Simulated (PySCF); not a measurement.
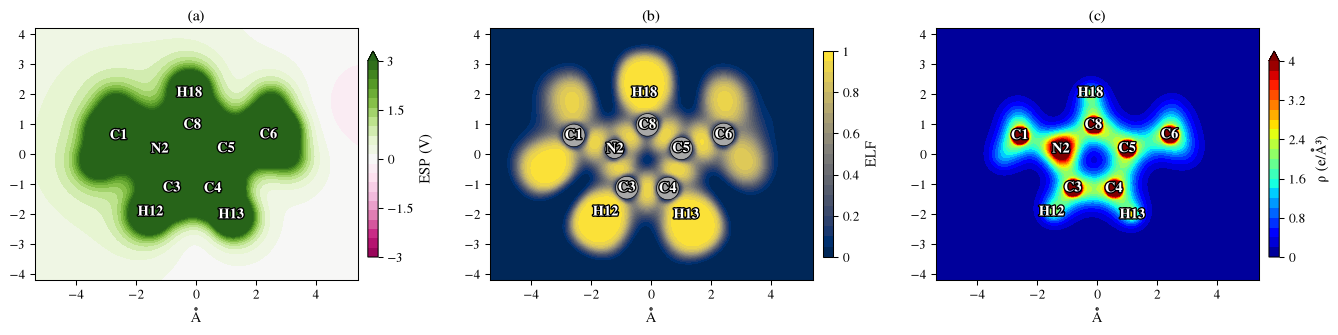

C₆H₁₀NSi (SMILES Cn1ccc(C[SiH2])c1) (doublet). (a) molecular electrostatic potential; (b) electron localisation function; (c) electron density on the plane of atoms C6, C5 and C8. Grey discs cover the atomic cores in the ELF map.

Geometry: GFN2-xTB.

These are results of PySCF, UKS B3LYP, pcH-1 on C H N Si, non-relativistic, mean-field spin-orbit, GIAO, not measurements.

```tsv
atom	x (Å)	y (Å)	z (Å)
C	-2.7344	0.0019	-0.7475
N	-1.4249	-0.2183	-0.2074
C	-0.9462	-1.3942	0.2731
C	0.3219	-1.1912	0.7448
C	0.6288	0.1754	0.5581
C	1.9204	0.8423	0.8705
Si	3.0779	0.5923	-0.6228
C	-0.4720	0.7403	-0.0362
H	-3.4050	0.4299	0.0050
H	-3.1539	-0.9444	-1.0879
H	-2.6805	0.6903	-1.5925
H	-1.5380	-2.2887	0.2422
H	0.9639	-1.9302	1.1831
H	2.3547	0.4067	1.7707
H	1.7567	1.9040	1.0578
H	2.5723	1.2478	-1.8256
H	3.3934	-0.8118	-0.8608
H	-0.6439	1.7541	-0.3430
```

Read the bonding off the picture.

The section cuts through C, N and H sites. C–N (1.36 Å): ρ is about 2.3 e/Å³ halfway; the ELF peaks at about 0.90 between the atoms: localised, covalent bonding. C–C (1.37 Å): ρ at the midpoint is about 2.2 e/Å³; the ELF peaks at about 0.95 between the atoms (a covalent bond). C–H (1.07 Å): ρ at the midpoint is about 2 e/Å³; the ELF climbs to about 1 towards the hydrogen, as it does in any bond to H; an ordinary covalent bond to hydrogen. C–C (1.41 Å): ρ at the midpoint is about 2 e/Å³; the ELF peaks at about 0.95 between the atoms: localised, covalent bonding. C–N (1.43 Å): ρ at the midpoint is about 2 e/Å³; the ELF peaks at about 0.95 between the atoms: localised, covalent bonding. The potential has no marked negative region in this plane.
